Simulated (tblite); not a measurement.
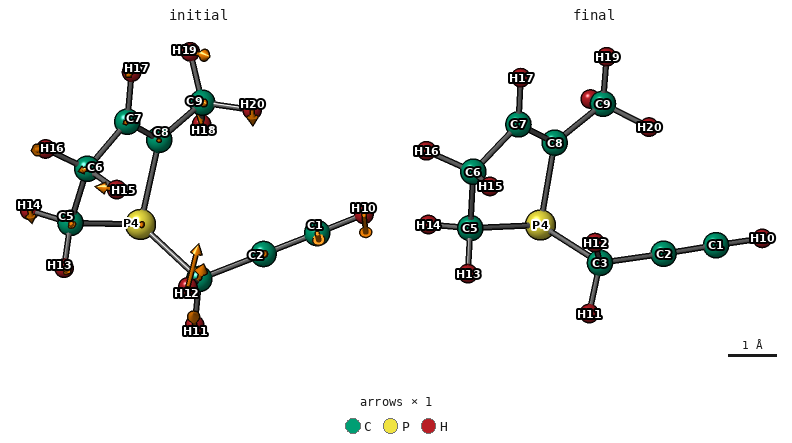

The structure of C8H11P before (left) and after (right) a relaxation, at one scale. The orange arrows give the displacements, at their true length.

The picture is a ball-and-stick view, seen at a tilt.

Level of theory: GFN2-xTB geometry optimisation, gas phase in tblite. 

Question: Summarise the run.

Answer: H12 moves most after the best rigid fit: 0.99 Å. By element the largest moves are H 0.99 Å, C 0.57 Å, P 0.13 Å. Near-neighbour distances that change, for instance: C5–C6 1.472 → 1.534 Å, C6–C7 1.448 → 1.496 Å, C7–H17 1.121 → 1.081 Å, C6–H15 1.135 → 1.095 Å. Bond angles that change, for instance: C3–P4–C8 112.0° → 96.9°, C3–P4–C5 106.0° → 98.0°, P4–C5–C6 100.9° → 108.9°. Groups turn about C8–C9 by about 30°, C3–P4 by about 30°. After 136 geometry steps the energy has fallen by 0.780 eV.
